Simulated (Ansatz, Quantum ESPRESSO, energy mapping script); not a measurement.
## CoO: energy mapping under PBE, QE, GBRV

How strongly do the moments of CoO couple under PBE, QE, GBRV? The plan is to run several orders and fit a Heisenberg model.

Calculated with Quantum ESPRESSO 7.5; PBE; plane waves, collinear spin, no spin–orbit coupling.

**What experiment says.**

“On the Elastic Anisotropy of the Entropy-Stabilized Oxide (Mg, Co, Ni, Cu, Zn)O” (2020, arxiv:2004.06613) quotes from earlier work for CoO, rock salt (literature value): ordering temperature (Neel temperature) 291 K [literature value quoted in the paper's theory part].

Report form: the programs' logs are mostly left out.

## (1) The starting structure

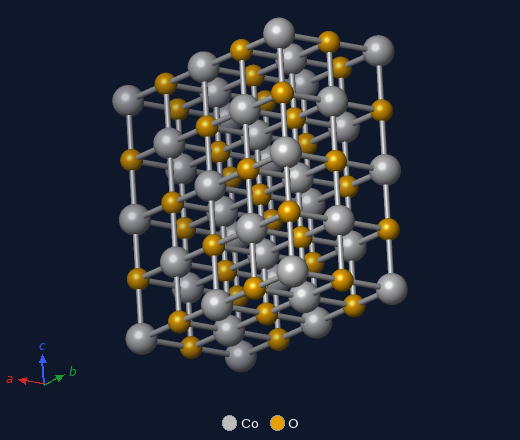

The starting structure, seen from a free direction (cobalt light grey, oxygen orange). 1×2×2 cells are drawn. This picture shows the conventional cell, with its axes. Some periodic images of atoms are drawn too.

A plain semilocal functional is the cheapest rung. It tends to spread open shells too far. These runs use Quantum ESPRESSO.

## (2) Order 1: parallel, cell A of 4 atoms

The parallel order is the zero of energy for this cell and mesh.

The potential files are GBRV's for PBE; pw.x takes the functional from them.

Contents of pw.in:

```
&control
  calculation = 'scf'
  prefix = 'pw'
  outdir = './tmp/'
  pseudo_dir = './pseudo/'
  verbosity = 'low'
/
&system
  ibrav = 0
  nat = 4
  ntyp = 2
  ecutwfc = 45
  ecutrho = 360
  nbnd = 38
  occupations = 'smearing'
  smearing = 'fd'
  degauss = 0.00367493
  nspin = 2
  starting_magnetization(1) = 0.1765
/
&electrons
  conv_thr = 1.0e-08
  electron_maxstep = 120
  mixing_beta = 0.3
  mixing_mode = 'plain'
/
ATOMIC_SPECIES
  Co 58.9332 Co.upf
  O 15.9990 O.upf
CELL_PARAMETERS angstrom
  0.00000000 -2.13150000 -2.13150000
  0.00000000 2.13150000 -2.13150000
  4.26300000 0.00000000 0.00000000
ATOMIC_POSITIONS crystal
  Co 0.50000000 0.50000000 0.50000000
  Co 0.00000000 0.00000000 0.00000000
  O 0.50000000 0.50000000 0.00000000
  O 0.00000000 0.00000000 0.50000000
K_POINTS automatic
  11 11 8 0 0 0
```

Run with:

```bash
OMP_NUM_THREADS=1 mpirun -n 4 pw.x -nk 4 -in pw.in > pw.out
```

Run time: 42 s. Hardware: 4 MPI ranks of Arm Neoverse V2, shared host; peak memory 0.5 GiB; 2.8 min of CPU time.

Spin moment in the sphere by atom:

| atom | spin moment in the sphere (μB) |
| --- | --- |
| Co1 | 2.55 |
| Co2 | 2.55 |
| O3 | 0.34 |
| O4 | 0.34 |

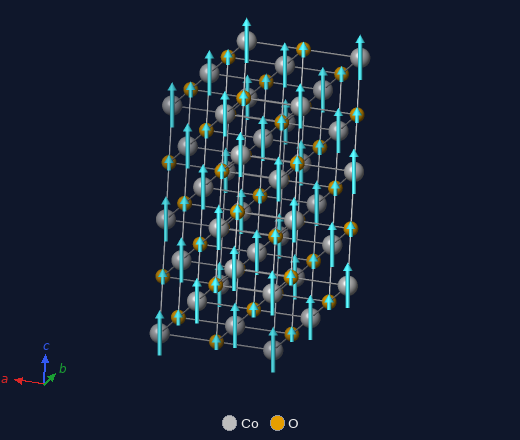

Spin moment in the sphere as arrows, the longest 2.55 μB. Up and down stand for the sign. Arrows give size and sign along the axis of quantisation, drawn up and down the page. Each arrow also spans its atom, so small moments look longer than they are. 1×2×2 conventional cells are drawn. Some periodic images of atoms are drawn too.

The run ends ferromagnetic.

## (3) Order 2: compensated +−, cell A of 4 atoms

This order reverses 8 of the 12 neighbours at 3.01 Å and 0 of the 6 neighbours at 4.26 Å, counted for an average magnetic atom.

pw.in: that of step 2 with these lines changed.

```diff
@@ -10,6 +10,6 @@
   nat = 4
-  ntyp = 2
+  ntyp = 3
   ecutwfc = 45
   ecutrho = 360
-  nbnd = 38
+  nbnd = 35
   occupations = 'smearing'
@@ -19,2 +19,3 @@
   starting_magnetization(1) = 0.1765
+  starting_magnetization(2) = -0.1765
 /
@@ -27,3 +28,4 @@
 ATOMIC_SPECIES
-  Co 58.9332 Co.upf
+  Co1 58.9332 Co.upf
+  Co2 58.9332 Co.upf
   O 15.9990 O.upf
@@ -34,4 +36,4 @@
 ATOMIC_POSITIONS crystal
-  Co 0.50000000 0.50000000 0.50000000
-  Co 0.00000000 0.00000000 0.00000000
+  Co1 0.50000000 0.50000000 0.50000000
+  Co2 0.00000000 0.00000000 0.00000000
   O 0.50000000 0.50000000 0.00000000
```

It took 47 s on 4 MPI ranks; peak memory 0.49 GiB.

Spin moment in the sphere by atom:

| atom | spin moment in the sphere (μB) |
| --- | --- |
| Co1 | 2.35 |
| Co2 | -2.35 |
| O3 | -0.11 |
| O4 | 0.11 |

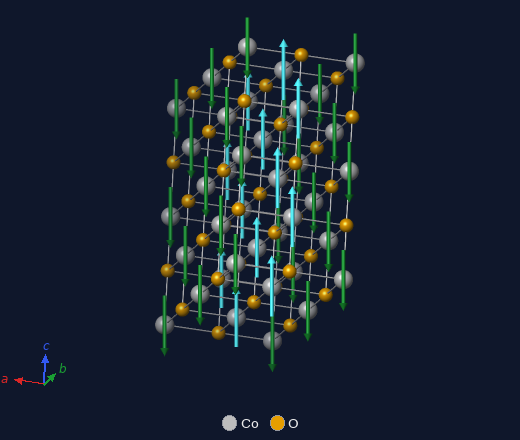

Spin moment in the sphere as arrows, the longest 2.35 μB. Up and down stand for the sign. Arrows give size and sign along the axis of quantisation, drawn up and down the page. The two directions have two colours. 1×2×2 conventional cells are drawn. Some periodic images of atoms are drawn too.

The run ends antiferromagnetic, 89.35 meV a magnetic atom above the parallel order of its cell (energies taken at zero occupation width, not the printed F).

## (4) Order 3: parallel, cell B of 4 atoms

A new cell needs its own zero of energy.

This run holds the same structure in another cell (c 4.263 → 5.221 Å, α 90.0 → 73.2°, β 90.0 → 73.2°, γ 90.0 → 60.0°).

Contents of pw.in:

```
&control
  calculation = 'scf'
  prefix = 'pw'
  outdir = './tmp/'
  pseudo_dir = './pseudo/'
  verbosity = 'low'
/
&system
  ibrav = 0
  nat = 4
  ntyp = 2
  ecutwfc = 45
  ecutrho = 360
  nbnd = 38
  occupations = 'smearing'
  smearing = 'fd'
  degauss = 0.00367493
  nspin = 2
  starting_magnetization(1) = 0.1765
/
&electrons
  conv_thr = 1.0e-08
  electron_maxstep = 120
  mixing_beta = 0.3
  mixing_mode = 'plain'
/
ATOMIC_SPECIES
  Co 58.9332 Co.upf
  O 15.9990 O.upf
CELL_PARAMETERS angstrom
  0.00000000 -2.13150000 -2.13150000
  -2.13150000 0.00000000 -2.13150000
  2.13150000 2.13150000 -4.26300000
ATOMIC_POSITIONS crystal
  Co 0.50000000 0.50000000 0.50000000
  Co 0.00000000 0.00000000 0.00000000
  O 0.75000000 0.75000000 0.75000000
  O 0.25000000 0.25000000 0.25000000
K_POINTS automatic
  13 13 13 0 0 0
```

It took 1.8 min on 4 MPI ranks; peak memory 0.7 GiB.

The run ends ferromagnetic. For each magnetic atom its energy differs from the parallel run of the first cell by 0.11 meV, an error that one common reference would have brought in.

## (5) Run 4 (compensated +−; cell B, 4 atoms)

This order reverses 6 of the 12 neighbours at 3.01 Å and 6 of the 6 neighbours at 4.26 Å, counted for an average magnetic atom.

pw.in: that of step 4 with these lines changed.

```diff
@@ -10,6 +10,6 @@
   nat = 4
-  ntyp = 2
+  ntyp = 3
   ecutwfc = 45
   ecutrho = 360
-  nbnd = 38
+  nbnd = 35
   occupations = 'smearing'
@@ -19,2 +19,3 @@
   starting_magnetization(1) = 0.1765
+  starting_magnetization(2) = -0.1765
 /
@@ -27,3 +28,4 @@
 ATOMIC_SPECIES
-  Co 58.9332 Co.upf
+  Co1 58.9332 Co.upf
+  Co2 58.9332 Co.upf
   O 15.9990 O.upf
@@ -34,4 +36,4 @@
 ATOMIC_POSITIONS crystal
-  Co 0.50000000 0.50000000 0.50000000
-  Co 0.00000000 0.00000000 0.00000000
+  Co1 0.50000000 0.50000000 0.50000000
+  Co2 0.00000000 0.00000000 0.00000000
   O 0.75000000 0.75000000 0.75000000
```

Elapsed: 98 s, on 4 MPI ranks; peak memory 0.68 GiB.

The run ends antiferromagnetic, 130.35 meV a magnetic atom below the parallel order of its cell (energies taken at zero occupation width, not the printed F).

## (6) Run 5 (parallel; cell C, 6 atoms)

The parallel order again, as the reference for this cell.

Contents of pw.in:

```
&control
  calculation = 'scf'
  prefix = 'pw'
  outdir = './tmp/'
  pseudo_dir = './pseudo/'
  verbosity = 'low'
/
&system
  ibrav = 0
  nat = 6
  ntyp = 2
  ecutwfc = 45
  ecutrho = 360
  nbnd = 55
  occupations = 'smearing'
  smearing = 'fd'
  degauss = 0.00367493
  nspin = 2
  starting_magnetization(1) = 0.1765
/
&electrons
  conv_thr = 1.5e-08
  electron_maxstep = 120
  mixing_beta = 0.3
  mixing_mode = 'plain'
/
ATOMIC_SPECIES
  Co 58.9332 Co.upf
  O 15.9990 O.upf
CELL_PARAMETERS angstrom
  0.00000000 -2.13150000 -2.13150000
  -4.26300000 0.00000000 0.00000000
  2.13150000 4.26300000 -2.13150000
ATOMIC_POSITIONS crystal
  Co 0.66666667 0.66666667 0.33333333
  Co 0.33333333 0.33333333 0.66666667
  Co 0.00000000 0.00000000 0.00000000
  O 0.66666667 0.16666667 0.33333333
  O 0.33333333 0.83333333 0.66666667
  O 0.00000000 0.50000000 0.00000000
K_POINTS automatic
  12 12 12 0 0 0
```

Elapsed: 3.5 min, on 4 MPI ranks; peak memory 1.4 GiB.

The run was stopped unfinished when the time set aside for it ran out, so what it printed is not taken as a result.

## (7) Order 6: parallel, cell D of 6 atoms

Contents of pw.in:

```
&control
  calculation = 'scf'
  prefix = 'pw'
  outdir = './tmp/'
  pseudo_dir = './pseudo/'
  verbosity = 'low'
/
&system
  ibrav = 0
  nat = 6
  ntyp = 2
  ecutwfc = 45
  ecutrho = 360
  nbnd = 55
  occupations = 'smearing'
  smearing = 'fd'
  degauss = 0.00367493
  nspin = 2
  starting_magnetization(1) = 0.1765
/
&electrons
  conv_thr = 1.5e-08
  electron_maxstep = 120
  mixing_beta = 0.3
  mixing_mode = 'plain'
/
ATOMIC_SPECIES
  Co 58.9332 Co.upf
  O 15.9990 O.upf
CELL_PARAMETERS angstrom
  0.00000000 2.13150000 2.13150000
  0.00000000 2.13150000 -2.13150000
  -6.39450000 -2.13150000 0.00000000
ATOMIC_POSITIONS crystal
  Co 0.00000000 0.00000000 0.00000000
  Co 0.33333333 0.33333333 0.66666667
  Co 0.66666667 0.66666667 0.33333333
  O 0.83333333 0.83333333 0.66666667
  O 0.16666667 0.16666667 0.33333333
  O 0.50000000 0.50000000 0.00000000
K_POINTS automatic
  11 11 11 0 0 0
```

Elapsed: 2.1 min, on 4 MPI ranks; peak memory 0.85 GiB.

The run ends ferromagnetic. For each magnetic atom its energy differs from the parallel run of the first cell by -0.03 meV, an error that one common reference would have brought in.

## (8) Order 7: uncompensated ++−, cell D of 6 atoms

This order reverses 5.33 of the 12 neighbours at 3.01 Å and 1.33 of the 6 neighbours at 4.26 Å, counted for an average magnetic atom.

pw.in: that of step 7 with these lines changed.

```diff
@@ -10,6 +10,6 @@
   nat = 6
-  ntyp = 2
+  ntyp = 3
   ecutwfc = 45
   ecutrho = 360
-  nbnd = 55
+  nbnd = 52
   occupations = 'smearing'
@@ -19,2 +19,3 @@
   starting_magnetization(1) = 0.1765
+  starting_magnetization(2) = -0.1765
 /
@@ -27,3 +28,4 @@
 ATOMIC_SPECIES
-  Co 58.9332 Co.upf
+  Co1 58.9332 Co.upf
+  Co2 58.9332 Co.upf
   O 15.9990 O.upf
@@ -34,5 +36,5 @@
 ATOMIC_POSITIONS crystal
-  Co 0.00000000 0.00000000 0.00000000
-  Co 0.33333333 0.33333333 0.66666667
-  Co 0.66666667 0.66666667 0.33333333
+  Co1 0.00000000 0.00000000 0.00000000
+  Co1 0.33333333 0.33333333 0.66666667
+  Co2 0.66666667 0.66666667 0.33333333
   O 0.83333333 0.83333333 0.66666667
```

Elapsed: 3 min, on 4 MPI ranks; peak memory 0.84 GiB; 12 min of CPU time.

The run ends ferrimagnetic, 22.01 meV a magnetic atom above the parallel order of its cell (energies taken at zero occupation width, not the printed F).

## (9) Mapping onto a Heisenberg model

Each energy difference is a sum of couplings weighted by the pairs that the order reverses. A few near shells are fitted to the differences by least squares. Energies are those extrapolated to zero occupation width, not the free energies F.

Energies from the parallel order of the same cell:

| order | atoms | energy (meV a magnetic atom) | moments (μB) | moments kept as typed | opposed neighbours at 3.01, 4.26 Å |
| --- | --- | --- | --- | --- | --- |
| parallel in cell A | 4 | 0.00 | 2.55 | yes | 0, 0 |
| compensated +− in cell A | 4 | 89.35 | 2.35 | yes | 8, 0 |
| parallel in cell B | 4 | 0.00 | 2.55 | yes | 0, 0 |
| compensated +− in cell B | 4 | -130.35 | 2.40 | yes | 6, 6 |
| parallel in cell D | 6 | 0.00 | 2.55 | yes | 0, 0 |
| uncompensated ++− in cell D | 6 | 22.01 | 2.36 to 2.47 | yes | 5.33, 1.33 |

The Heisenberg fit (each pair counts twice, positive J is ferromagnetic):

| pair | distance (Å) | neighbours | J (meV) |
| --- | --- | --- | --- |
| Co–Co | 3.01 | 12 | 5.74 |
| Co–Co | 4.26 | 6 | -16.5 |

Adding the shell at 5.22 Å gives 4.4, -16 and 0.59 meV and a mean-field temperature of 763 K, an exact solve that tests nothing.

The script's first fit took in one more shell; these couplings, and the temperatures drawn from them, were computed anew from the same energies.

Limits of this fit: 1 of the orders did not finish or lost their signs.

In mean field these couplings order at 766 K, at q = (0.50, 0.50, 0.50) in fractions of the conventional cell's reciprocal vectors, and give a Curie–Weiss temperature of -234 K.

## (10) Monte Carlo

Mean field ignores fluctuations and overstates the ordering temperature, so the model is also sampled. The heat capacity peaks where order sets in.

Classical unit spins with these couplings on 8×8×4 copies of a cell that holds the lowest order (512 spins), heat-bath sweeps, cooled from random directions, 300 sweeps to settle and 900 measured at each temperature.

| T (K) | order along the lowest pattern | net moment | heat capacity (k_B a spin) |
| --- | --- | --- | --- |
| 92.0 | 0.36 | 0.01 | 1.01 |
| 171 | 0.28 | 0.01 | 1.10 |
| 250 | 0.42 | 0.02 | 1.13 |
| 329 | 0.28 | 0.02 | 1.35 |
| 408 | 0.35 | 0.02 | 1.59 |
| 487 | 0.24 | 0.03 | 1.77 |
| 527 | 0.21 | 0.03 | 1.74 |
| 606 | 0.16 | 0.03 | 1.12 |
| 685 | 0.12 | 0.03 | 0.66 |
| 764 | 0.09 | 0.03 | 0.36 |
| 843 | 0.08 | 0.03 | 0.31 |

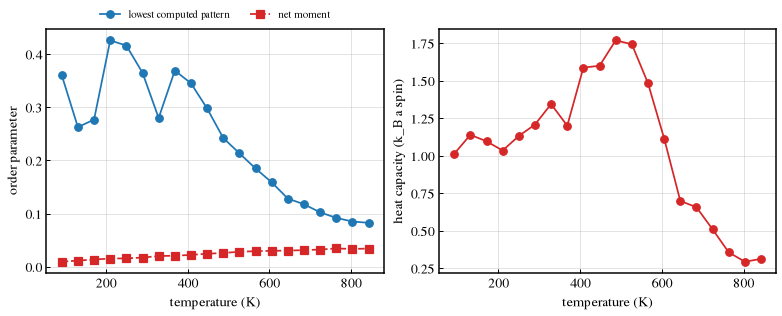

Order parameter and heat capacity against temperature.

The smoothed heat capacity peaks at 495 K. The order column follows one pattern alone; equivalent domains or another pattern share the rest.

## (11) Outcome

* lowest order tried: compensated +− in cell B
* largest fitted value, Co–Co at 4.26 Å: -16.5 meV
* ordering temperature, mean field: 766 K
* heat-capacity peak, Monte Carlo: 495 K

Of the orders tried, CoO prefers the order “compensated +− in cell B” under PBE, QE, GBRV, with 6 of 12 neighbours at 3.01 Å and 6 of 6 neighbours at 4.26 Å opposed, and the heat capacity of the fitted model peaks near 495 K (Monte Carlo, classical spins). The largest fitted coupling is the Co–Co pair at 4.26 Å, antiferromagnetic at -17 meV, across a ligand at about 180°. It also takes up the part of reversed shells that are not fitted, so neither its size nor its rank as a single path is established. The orders also reverse pairs at 5.22 and 6.03 Å, which are not fitted, so the fitted values hold their part too. With 3 differences for 2 couplings the fit misses by 4.9 meV at most, a small part of the spread. Taking in the shell at 5.22 Å as well gives 4.4, -16 and 0.59 meV and a mean-field temperature of 763 K. The shorter fit, which has an equation to spare, is the one used. In the fitted orders moments change by up to 7.8 % against the parallel run of the same cell, so the mapping is rough. Every order is gapless on its mesh at this level. In a metal exchange reaches farther, and a short model of fixed moments is less apt; where the compound is in fact an insulator, these couplings come from a wrongly metallic state. Monte Carlo puts the peak at 0.65 of the mean-field temperature, since mean field leaves out fluctuations. In tests on simple cubic and body-centred models such peaks lay 5 to 6 % under the bulk value. On cooling, the order along the one computed pattern stays at or under 0.43: the model settles in an equivalent domain, a degenerate mixture or another order. The parallel order holds 3 μB a magnetic atom, spin 1.5; the common factor (S+1)/S would raise the classical 495 K to 825 K, a correction that often overshoots. The classical value and the one scaled by (S+1)/S differ by a factor of 1.7, so closeness of either to the measured temperature is partly a matter of convention.

1 further run of the session is left out of this account and of its counts and ranges: runs hit by known faults of a program or its files, repeats, responses too ill-conditioned to give a U, cells squeezed past sense, harmless faults, or fits whose shells could not be counted again from the structure.

Computed beside measured:

```
                             quantity  measured  PBE, QE, GBRV, Monte Carlo  PBE, QE, GBRV, Monte Carlo × (S+1)/S
ordering temperature (spin model) (K)       291               495 (+70.1 %)                        825 (+183.4 %)
```

Measured values from arxiv:2004.06613 (2020).

How well it matches: For the ordering temperature, of the levels listed nearest comes PBE, QE, GBRV, Monte Carlo (+70.1 %, a clear miss) and farthest PBE, QE, GBRV, Monte Carlo × (S+1)/S (+183.4 %, a clear miss). No cell relaxation is part of this session.

[Logs and program files are shortened in this print: banners, set-up blocks, solver, clock and traceback lines can be left out without a mark of their own.]

[Logs are printed without paths, hosts, clocks, repeated set-up lines and the standing remarks that a program may print on its own settings, such as how far it seeks lower states.]

[Hosts, paths, dates, database ids (printed as entryN), source tags and the programs' standing remarks are cut or masked in the printed files.]

[Where a cell is said to come from a database of computed structures, the database is the Materials Project.]
